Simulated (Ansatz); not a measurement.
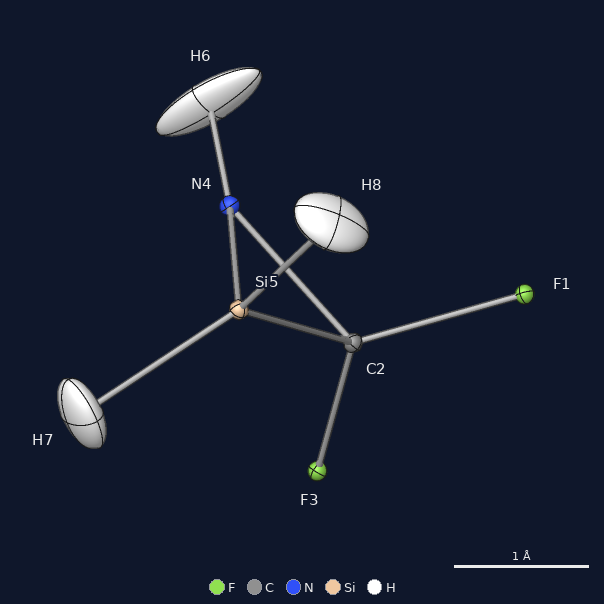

Displacement ellipsoids at the 50 % level, from the internal vibrations of the free molecule (harmonic, no overall translation or rotation; no half-axis is drawn under 0.075 Å). Vibrations computed with RKS PBE0-D4/def2-TZVP (Ansatz 0.2.0). Temperature: 0 K (zero-point motion alone).

### Which atom moves most?

H6, with U_eq = 0.0405 Å².

### Does H6 move more along its bond or across it?

Across it: the root-mean-square amplitude is 0.074 Å along the bond and up to 0.314 Å across, since bending and torsion are softer than stretching.

Give the displacement parameters, one line for each set of equivalent atoms.

```
atom  U_eq (Å²)   rms amplitudes (Å)
  F1     0.0013  0.026, 0.030, 0.048
  C2     0.0015  0.033, 0.039, 0.045
  F3     0.0012  0.025, 0.030, 0.044
  N4     0.0018  0.032, 0.036, 0.055
 Si5    0.00060  0.016, 0.027, 0.029
  H6     0.0405  0.074, 0.131, 0.314
  H7     0.0233  0.089, 0.151, 0.198
  H8     0.0239  0.089, 0.153, 0.201
```
